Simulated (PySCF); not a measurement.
```xyz
15

C     2.6042   -1.2793    2.2358
C     2.4499   -0.8641    1.1173
Ge    2.1139   -0.1962   -0.6388
O     0.4036   -0.2502   -0.9831
C    -0.6284    0.3600   -0.2332
C    -1.9426    0.0374   -0.8726
C    -3.0157   -0.3558   -0.2141
H     2.7599   -1.6452    3.2115
H     2.6308    1.2226   -0.7064
H     2.6308   -1.0920   -1.7126
H    -0.6118    0.0102    0.8063
H    -0.4917    1.4523   -0.2250
H    -1.9501    0.1406   -1.9489
H    -3.0126   -0.4728    0.8573
H    -3.9448   -0.5654   -0.7155
```

Geometry: GFN2-xTB.

Level of theory: CAM-B3LYP/def2-SVPD, SCF density, gas phase (PySCF).

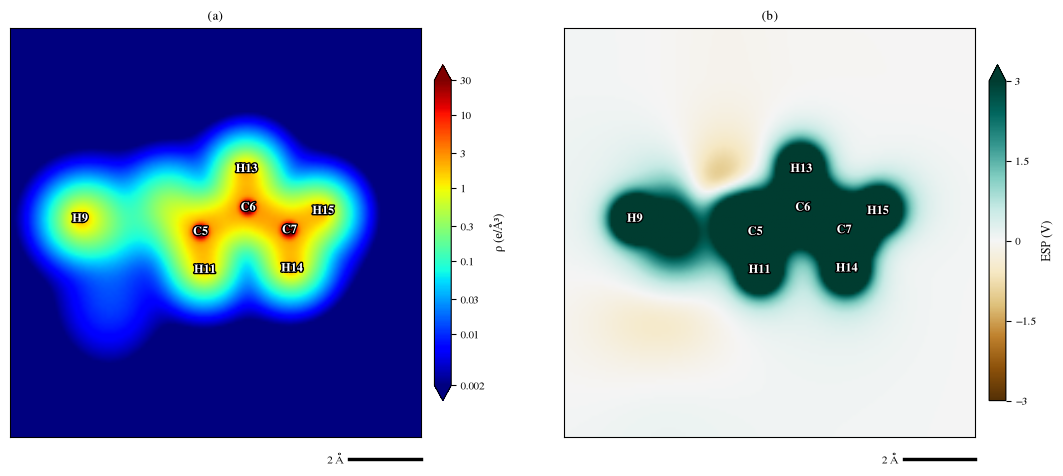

C5H8GeO. (a) electron density; (b) electrostatic potential on the plane of atoms H14, C7 and H15.

Q: Describe what can be read from this map.

A:
- Atoms in the plane: C and H.
- C–H (1.08 Å): ρ is about 2 e/Å³ halfway.
- C–C (1.32 Å): ρ is about 2.4 e/Å³ halfway.
- Outside the dense part of the molecule the potential is most negative (−1.0 V) near O4, which lies off the plane.
